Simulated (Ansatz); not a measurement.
# CH5BFN (SMILES CB(N)F): RPA@PBE0/cc-pVDZ

Aim: the vertical singlet–triplet gap of CH5BFN at RPA@PBE0/cc-pVDZ, from 2 runs. 

The calculation is run with Ansatz 0.2.0.

126 further runs of the same task are left out: 126 set aside as unsound or not needed.

## (1) The structure to begin with

CH5BFN has 9 atoms, charge 0, and is taken as a singlet. As SMILES, `CB(N)F`. Geometry: relaxed at PBE0-D4/def2-TZVP.

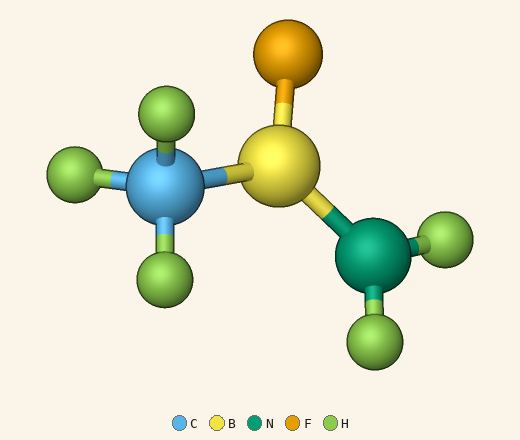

Viewed from a chosen angle; carbon blue, boron yellow, nitrogen teal, fluorine amber, hydrogen green.

## (2) The energy at RPA@PBE0/cc-pVDZ

File job.yaml:

```yaml
crystal:
  periodic: [false, false, false]
  atoms:
    - {symbol: C, position_ang: [-0.428400, 0.964700, -0.539000]}
    - {symbol: B, position_ang: [0.098200, -0.482300, -0.251400]}
    - {symbol: N, position_ang: [0.546200, -0.928100, 0.993800]}
    - {symbol: F, position_ang: [0.128500, -1.370900, -1.263800]}
    - {symbol: H, position_ang: [0.176600, 1.438400, -1.318100]}
    - {symbol: H, position_ang: [-0.424000, 1.616300, 0.336600]}
    - {symbol: H, position_ang: [-1.450400, 0.924300, -0.928000]}
    - {symbol: H, position_ang: [0.878700, -1.865200, 1.143700]}
    - {symbol: H, position_ang: [0.563100, -0.343500, 1.809000]}
basis:
  gaussian:
    orbitals: cc-pVDZ
hamiltonian:
  xc: {name: PBE0}
correlation:
  method: rpa
  frozen_orbitals: {B: 1, C: 1, F: 1, H: 0, "N": 1}
accuracy: high
total_charge: 0
```

Command:

```sh
$ ansatz run job.yaml --threads 1 --pin off --max-ram 3480MiB --events-out events.jsonl --progress --plain --runs-dir runs
```

The program printed:

```text
Warning: RAYON_NUM_THREADS=1 ignored (pool sized by the plan → 1); use --threads N
Functional definition: PBE0
  name "PBE0"
  parameter a = 0.25
  parameter kappa = 0.804
  parameter beta = 0.06672455060314922
  exchange = (1 - a)*pbe_x(kappa = kappa, mu = beta*pi^2/3) + a*exact_x
  correlation = pbe_c(beta = beta)
1903 factors; integrals over basis functions are off by at most 3.3e-9 eV
mean field evaluation 1: about -5991.2311 eV, gradient 6.0e1 eV
mean field evaluation 2: about -5991.2233 eV, gradient 6.0e1 eV
mean field evaluation 4: about -5998.4622 eV, gradient 7.4e0 eV
mean field evaluation 8: about -5998.5794 eV, gradient 4.8e-1 eV
mean field evaluation 16: about -5998.5798 eV, gradient 1.8e-5 eV
mean field -5998.57982035 eV, -220.4437424144 hartree, gradient 8.5e-8 eV, S^2 0.000000; 0 other end points of the search recorded, 0 dependent functions left out
4 core orbitals not correlated: weight in the atoms' cores, before any rotation towards them, 1.000 or more for the frozen orbitals, at most 0.000 for the correlated occupied ones
reference -5972.13558044 eV, -219.4719345223 hartree; 12, 12 occupied and 65, 65 virtual orbitals, 1903 factors
Total energy: -5994.99950240 eV, -220.3121681567 hartree
```

Wall time 9.3 s (1 thread of Arm Neoverse V1, shared host); peak memory 0.27 GiB.

## (3) The triplet, same level

File input.yaml:

```yaml
crystal:
  periodic: [false, false, false]
  atoms:
    - {symbol: C, position_ang: [-0.428400, 0.964700, -0.539000]}
    - {symbol: B, position_ang: [0.098200, -0.482300, -0.251400]}
    - {symbol: "N", position_ang: [0.546200, -0.928100, 0.993800]}
    - {symbol: F, position_ang: [0.128500, -1.370900, -1.263800]}
    - {symbol: H, position_ang: [0.176600, 1.438400, -1.318100]}
    - {symbol: H, position_ang: [-0.424000, 1.616300, 0.336600]}
    - {symbol: H, position_ang: [-1.450400, 0.924300, -0.928000]}
    - {symbol: H, position_ang: [0.878700, -1.865200, 1.143700]}
    - {symbol: H, position_ang: [0.563100, -0.343500, 1.809000]}
basis:
  gaussian: {orbitals: cc-pVDZ}
magnetization: {spin_polarized: true, initial_magnetization: 2}
hamiltonian: {xc: pbe0}
correlation: {method: rpa, frozen_orbitals: {B: 1, C: 1, F: 1, H: 0, "N": 1}}
accuracy: high
```

Command:

```sh
$ ansatz run input.yaml --threads 1 --pin off --max-ram 3480MiB --events-out events.jsonl --progress --plain --runs-dir runs
```

The program printed:

```text
Warning: RAYON_NUM_THREADS=1 ignored (pool sized by the plan → 1); use --threads N
[... 7 set-up lines as earlier in the session ...]
1903 factors; integrals over basis functions are off by at most 3.3e-9 eV
mean field evaluation 1: about -5984.9549 eV, gradient 3.6e1 eV
mean field evaluation 2: about -5985.2071 eV, gradient 3.5e1 eV
mean field evaluation 4: about -5989.0427 eV, gradient 2.1e1 eV
mean field evaluation 8: about -5991.1913 eV, gradient 1.1e0 eV
mean field evaluation 16: about -5991.2037 eV, gradient 3.9e-3 eV
mean field evaluation 32: about -5991.2234 eV, gradient 1.1e-6 eV
mean field evaluation 64: about -5991.1873 eV, gradient 2.1e0 eV
mean field evaluation 96: about -5991.1640 eV, gradient 5.5e-1 eV
mean field -5991.22340231 eV, -220.1733990379 hartree, gradient 2.9e-8 eV, S^2 2.005617; 9 other end points of the search recorded, 0 dependent functions left out
4 core orbitals not correlated: weight in the atoms' cores, before any rotation towards them, 1.000 or more for the frozen orbitals, at most 0.000 for the correlated occupied ones
reference -5964.81843867 eV, -219.2030345219 hartree; 13, 11 occupied and 64, 66 virtual orbitals, 1903 factors
Total energy: -5987.37402596 eV, -220.0319370663 hartree
```

Wall time 76 s (1 thread of Arm Neoverse V1, shared host); peak memory 0.45 GiB.

## (4) Results

At RPA@PBE0/cc-pVDZ, 4 core orbitals frozen:

```
                                        quantity          value
                           singlet: total energy  -220.31217 Eh
       singlet: RPA correlation energy (valence)     -840.2 mEh
                           triplet: total energy  -220.03194 Eh
       triplet: RPA correlation energy (valence)     -828.9 mEh
      triplet: ⟨S²⟩ of the reference determinant          2.006
vertical energy of the triplet above the singlet       7.625 eV
```

At this shape the triplet lies 7.63 eV (736 kJ/mol) above the singlet.
